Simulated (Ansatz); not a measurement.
**BF₂H₃Si···HBr: density, localisation and related maps**

Input file:

```
crystal:
  periodic: [false, false, false]
  atoms:
    - { symbol: B, position_ang: [-1.225618, -0.384864, 0.271652] }
    - { symbol: Br, position_ang: [0.34595, -0.449155, -2.676646] }
    - { symbol: F, position_ang: [-1.349284, -1.70359, 0.290641] }
    - { symbol: F, position_ang: [-2.300938, 0.305003, -0.073136] }
    - { symbol: H, position_ang: [1.333709, -0.42721, -1.577287] }
    - { symbol: Si, position_ang: [0.455606, 0.499535, 0.82761] }
    - { symbol: H, position_ang: [1.627646, -0.365011, 0.470297] }
    - { symbol: H, position_ang: [0.485775, 0.704448, 2.307527] }
    - { symbol: H, position_ang: [0.627053, 1.820743, 0.159343] }
basis:
  gaussian: { orbitals: def2-SVP }
hamiltonian:
  xc: b3lyp
  dispersion: d4
relax:
  f_tol: 0.03
  max_steps: 50
output:
  orbitals: {}
```

Run with:

```sh
ansatz run input.yaml --threads 2 --pin off --max-ram 3072MiB --backend cpu --events-out ev --progress --plain --runs-dir out
```

The fields are those of the relaxed geometry.

These are results of RKS B3LYP-D4/def2-SVP in Ansatz, not measurements.

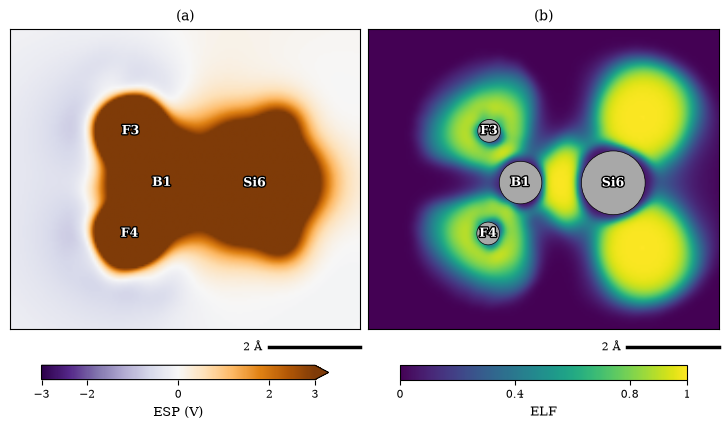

Figure 1. (a) molecular electrostatic potential; (b) ELF on the plane of atoms F3, B1 and F4. Grey discs cover the atomic cores in the ELF map.

> What do the fields say about this system?

Atoms in the plane: B, F and Si.
B–F (1.32 Å): the ELF peaks at about 0.85 between the atoms, as expected for a polar covalent bond.
Si–B (2.04 Å): the ELF peaks at about 1 between the atoms: a shared electron pair.
The ELF also peaks beside F4 and F3, away from the bonds: lone-pair regions.
Outside the dense part of the complex the potential is most negative (−0.8 V) near F4.

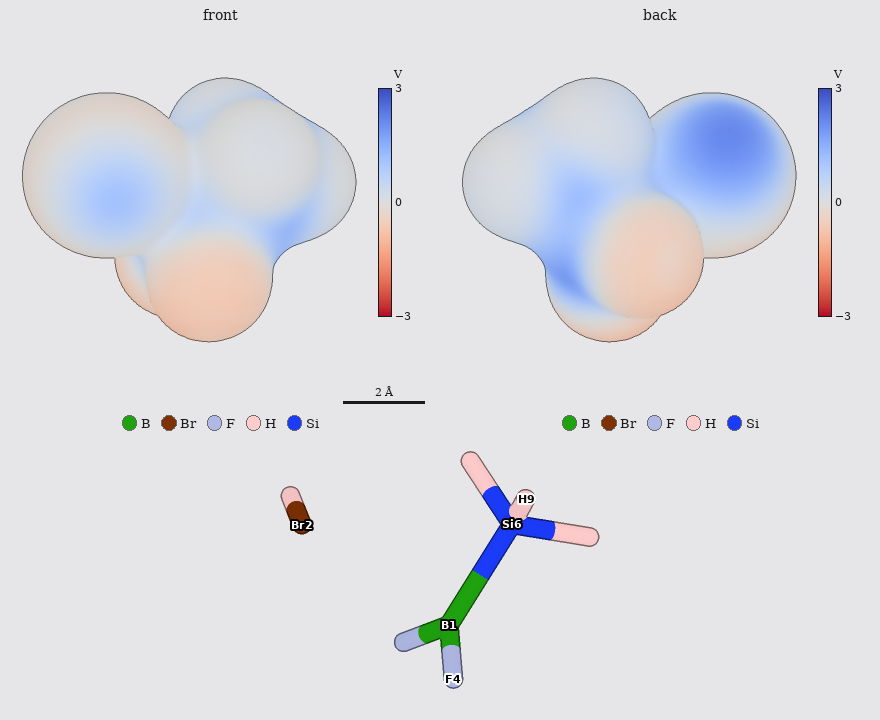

Figure 2. The electrostatic potential painted on the density surface at 0.002 e/bohr³, seen from the front and from behind; the colour scale runs from red (negative) to blue (positive). The bare structure is drawn below in the same view.

> Where is the surface potential most negative and most positive?

The most negative region (about −0.7 V) lies over F3 and F4, the most positive (about +2.1 V) over H5. Br2 shows a σ-hole: about +1.1 V at the tip opposite its bond, against about −0.1 V on its flanks.

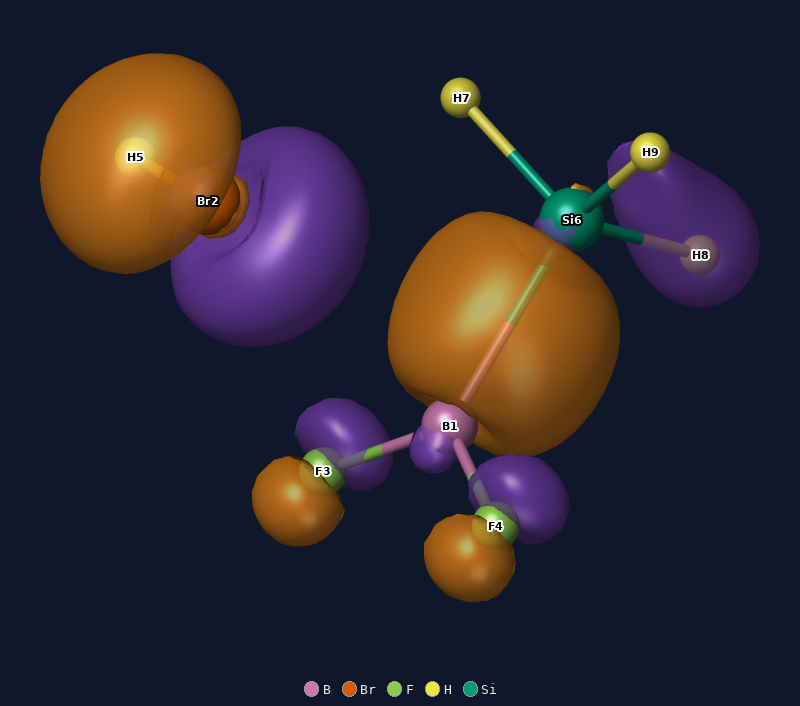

Figure 3. The HOMO at ±0.15 Å⁻³ᐟ² (orange and purple are the two phases), seen at an oblique angle.

> What is the character of this orbital?

It lies mainly on Br2 (about 45 %), Si6 (about 20 %) and B1 (about 15 %). Its energy is −8.38 eV.
